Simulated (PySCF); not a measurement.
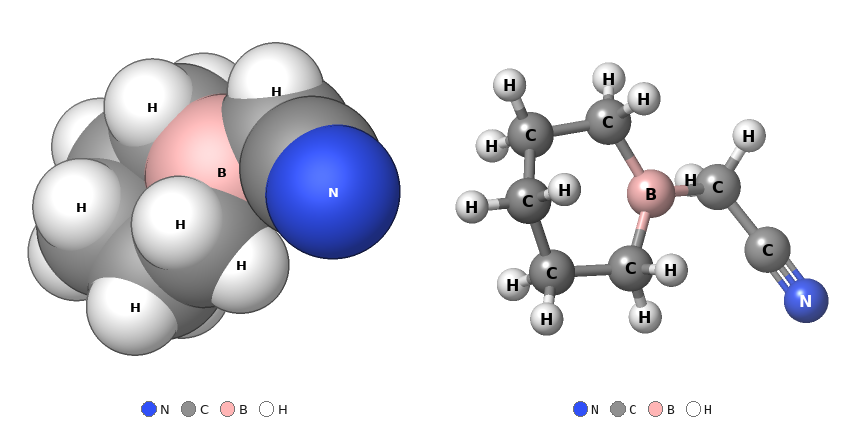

The same structure drawn twice, from different directions.

The computed structure is the end point of a PBE0-D3(BJ)/def2-SVP optimisation. No frequency run is at hand to confirm it as a minimum.

> Which formula does it have?

C₇H₁₂BN, 21 atoms: 7 carbon, 12 hydrogen, 1 boron and 1 nitrogen.

> Count the bonded pairs by element.

12 C–H, 5 C–C, 3 C–B, 1 C–N.

> Name functional groups in it.

Among them: nitrile.

> Which point group does it belong to?

C1.

More results for the same structure follow; atom numbers are the same in all pictures, views and colours differ.

**Shape**

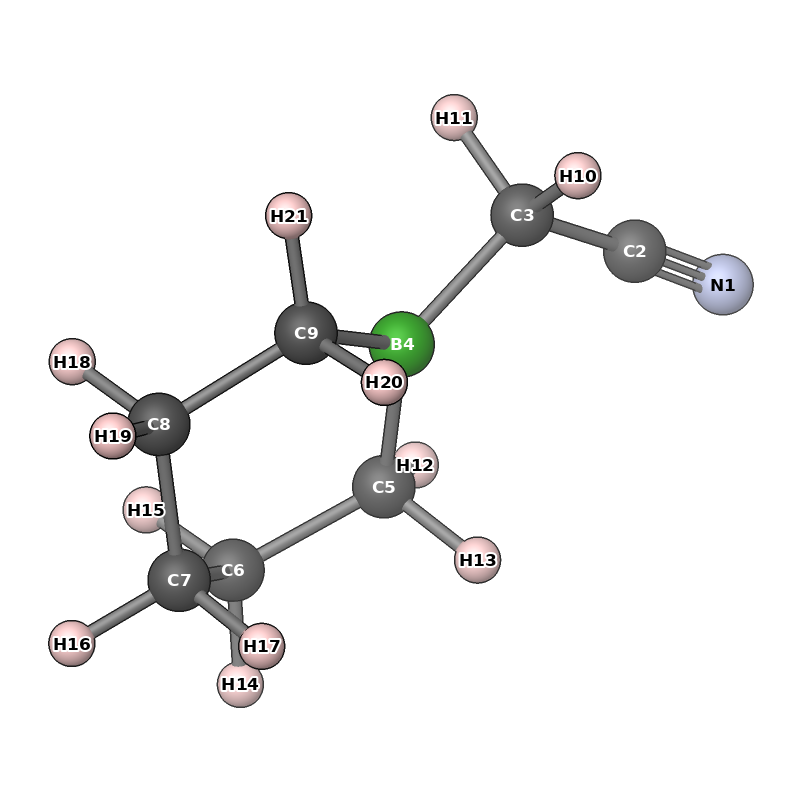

C6 lies behind C7. The molecule seen a little off the C7–C6 bond, C7 in front. Distant atoms are faded towards the background colour. No frequency run is at hand to confirm it as a minimum.

> What is the torsion angle C8–C7–C6–C5? The sign is positive where the front bond must turn clockwise to cover the back bond.

59°, synclinal (gauche). The bonds about C7–C6 are staggered.

**NMR shielding**

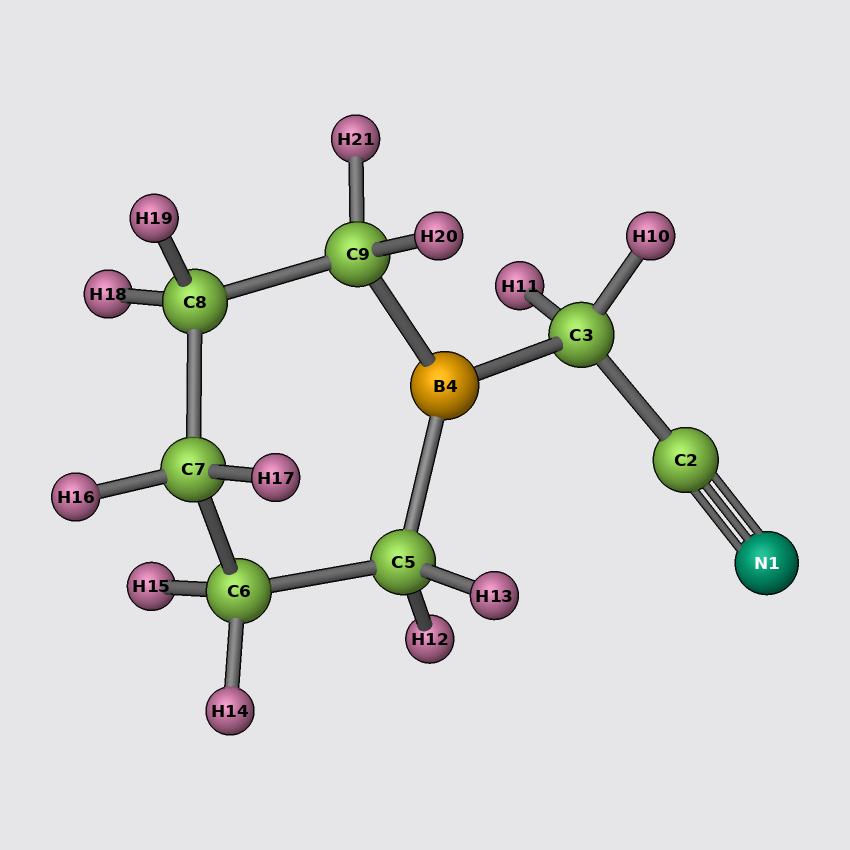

The questions are on isotropic NMR shieldings of the C atoms. No frequency run is at hand to confirm it as a minimum. Level of theory: GIAO PBE0/pcSseg-1 NMR shielding, non-relativistic, IEF-PCM acetonitrile (PySCF 2.14.0).

List the isotropic NMR shieldings of the C atoms.

```tsv
atom	σ (ppm)
C2	53.6
C3	168.6
C5	156.6
C6	159.1
C7	155.6
C8	158.8
C9	156.3
```

**Ring current**

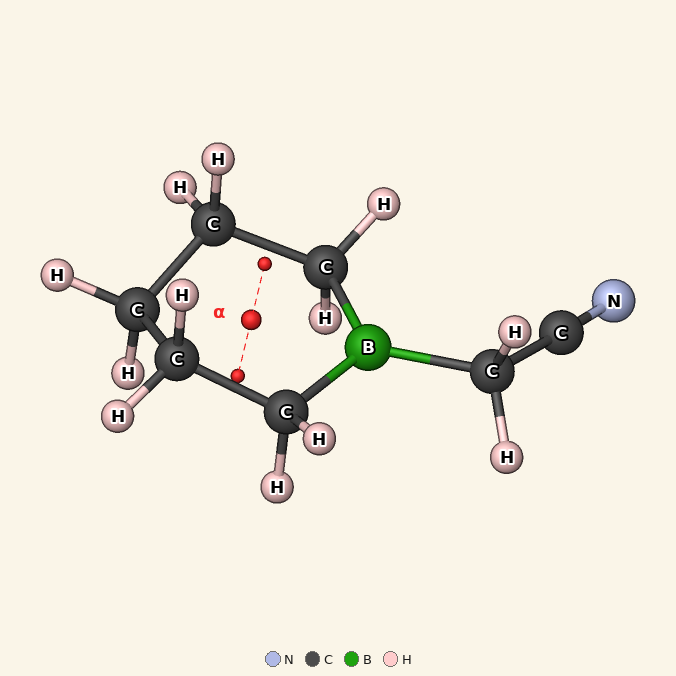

The small points mark where nucleus-independent chemical shifts (NICS) were computed: at the centre of each lettered ring and 1 Å above and below it. No frequency run is at hand to confirm it as a minimum. Method: GIAO HF/pcSseg-1 NMR shielding, non-relativistic, gas phase (PySCF 2.14.0).

Give NICS(0), NICS(1) and the out-of-plane component NICS(1)zz for each ring (means of the two sides).

```
ring  members  NICS(0)  NICS(1)  NICS(1)zz
   α      C5B      1.1     −1.4        3.0
```

Values in ppm.

> What do the values say about the ring currents?

Ring α: weak, as in a non-aromatic ring. NICS is one index among several.

**Dipole moment**

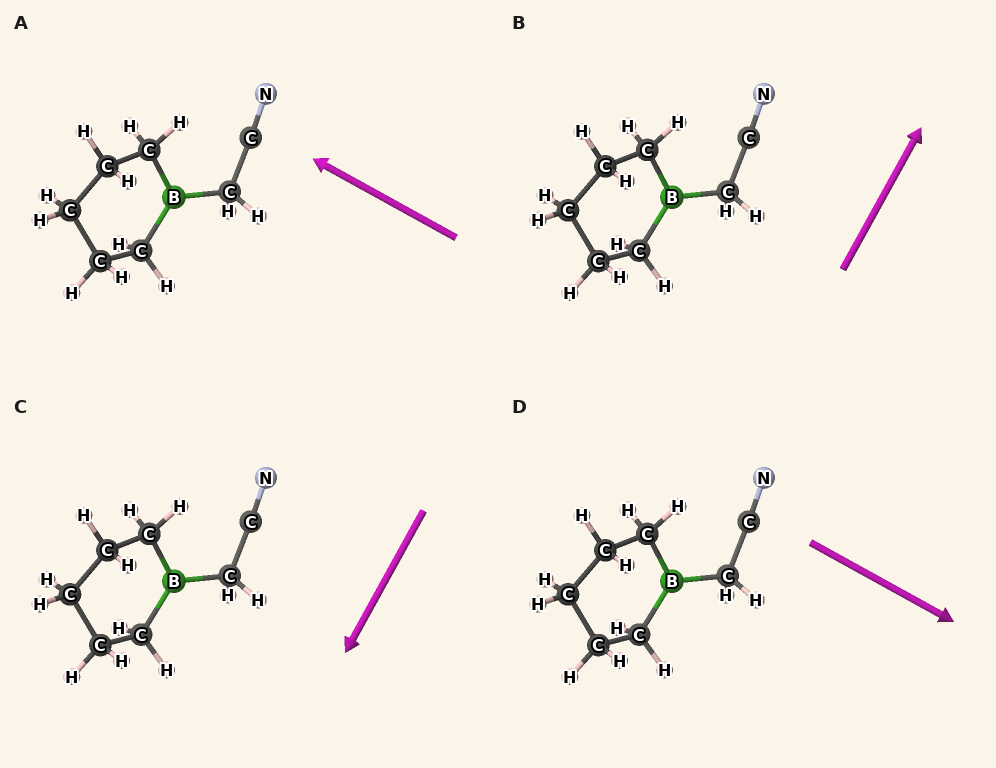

The same molecule four times, each with an arrow. No frequency run is at hand to confirm it as a minimum. Properties computed with B3LYP/def2-SVPD, gas phase (PySCF 2.14.0).

> Which arrow points along the dipole moment, from the negative to the positive end?

C. The dipole moment is 4.42 D.
